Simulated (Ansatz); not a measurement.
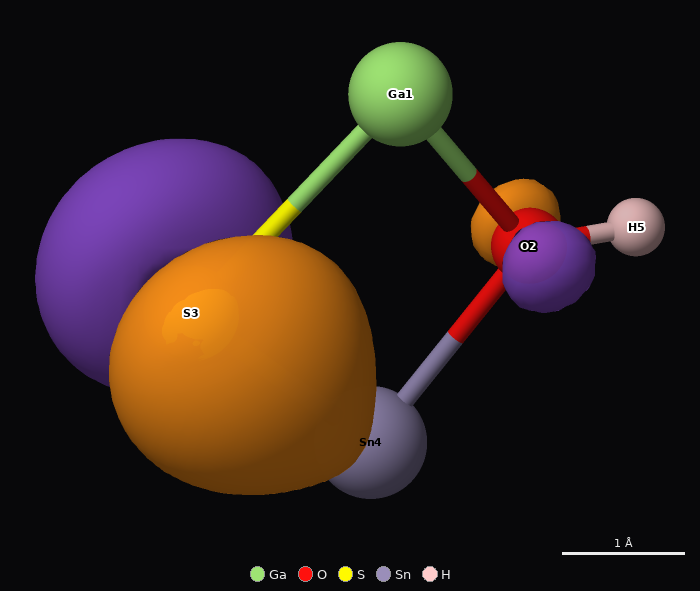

Figure. GaHOSSn. The HOMO−1 at ±0.15 Å⁻³ᐟ² (orange and purple are the two phases), seen at a tilt.

Geometry: PBE0-D3(BJ)/def2-SVP; core potentials replace the inner electrons of Sn.

These are results of isolated molecule in a Gaussian basis; Kohn-Sham density functional theory, functional PBE0 (Ansatz 0.2.0), not measurements.

```xyz
5

Ga    1.6028    0.1208    0.9489
O     0.1190    1.4578    0.2656
S    -0.2125   -1.5391    0.4522
Sn   -1.5813    0.2631   -0.1846
H     0.1811    2.4183    0.2092
```

Where does this orbital lie, and at what energy?

By Hirshfeld shares it lies mainly on S3 (about 75 %) and Sn4 (about 15 %); it changes sign across the molecular plane (π type). Its energy is −7.04 eV.
